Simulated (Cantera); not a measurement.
A closed system holds: 1 mol SiH2Cl2, 0.19 mol C2H4, a varied amount of H2, held at 1248 K and 0.0140 bar.

Cantera equilibrium calculation (NASA polynomials, part measured and part estimated; ideal gas, pure solids and liquids). Candidate condensed phases: C, C6H6, C7H8, C8H18, Si, SiC; 109 gas species. Mutual solubility and eutectic melting of coexisting phases are not modelled. The tables' values for SiCl3 are old estimates; treat these amounts as uncertain. Kinetics and transport are ignored.

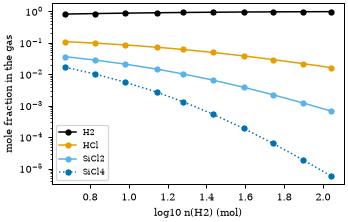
*Equilibrium gas composition (values under 1e-9 drawn at 1e-9)*

### Question
Read off the mole fractions at 9.5 mol H2.

### Answer
H2 about 0.88, HCl about 0.086, SiCl2 about 0.021, SiCl4 about 0.0057.
